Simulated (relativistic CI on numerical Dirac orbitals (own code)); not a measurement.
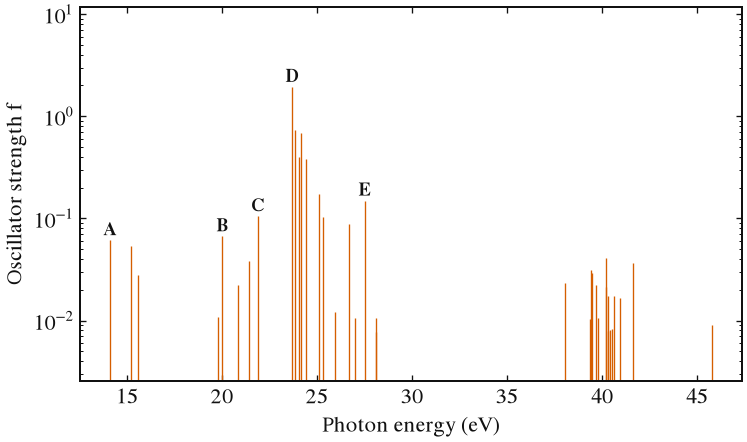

Computed spectrum: absorption lines from the lowest level (oscillator strengths f) of an atom or ion with 51 electrons. Method of calculation: Dirac CI, KLI exchange-only orbitals, Breit term, model QED, valence Slater integrals scaled by 0.85, a P86 correlation estimate for each configuration (radial Dirac CI code).

Levels without a good LS label are named by their open jj subshells in square brackets.

Which ion is it, and what are the lettered lines?

Cs⁴⁺. A: 5s 5p⁴ ⁴P₅/₂ ← 5s² 5p³ ⁴S°₃/₂, 14.13 eV, f = 0.061; B: 5s² 5p² 5d ⁴F₅/₂ ← 5s² 5p³ ⁴S°₃/₂, 20.04 eV, f = 0.067; C: 5s² 5p² 5d [5p₁/₂ 5p₃/₂ 5d₅/₂] J = 5/2 ← 5s² 5p³ ⁴S°₃/₂, 21.89 eV, f = 0.10; D: 5s² 5p² 5d ⁴P₅/₂ ← 5s² 5p³ ⁴S°₃/₂, 23.70 eV, f = 1.9; E: 5s² 5p² 6s [5p₁/₂ 5p₃/₂ 6s] J = 5/2 ← 5s² 5p³ ⁴S°₃/₂, 27.52 eV, f = 0.15.

Note: configurations can be misplaced by up to about 7 % of their energy; low levels that differ in the count of f electrons can be misplaced by several ten thousand cm⁻¹; only a limited list of configurations is included, so lower levels can be missing; only lines among the lowest 400 of 7741 levels are drawn, so those from 5s² 5p 4f 5d, 5s² 5p² 5g, 5s 5p³ 6p and 5s² 5p 5d² are incomplete.
